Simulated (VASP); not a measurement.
Band structure of TiCo (CsCl type). Computed with AM05 GGA, VASP's PBE PAW potentials (set 64) (plane waves; VASP).

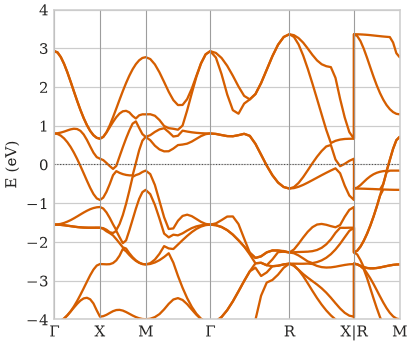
Figure. Bands along high-symmetry lines, zero at the valence-band maximum or, without a gap, the Fermi level

Task: Read the plot: is there a gap, and where are the band edges?

Result: It has no gap at this level: it comes out as a metal or semimetal. (Edges off the drawn lines would not show.)

The compound is TiCo in the CsCl type structure. It was relaxed first, which changed the volume by -6 %. The run is not spin-polarised, so no magnetic state was tried. The electron count is odd and the run is not spin-polarised, which forces a metal.
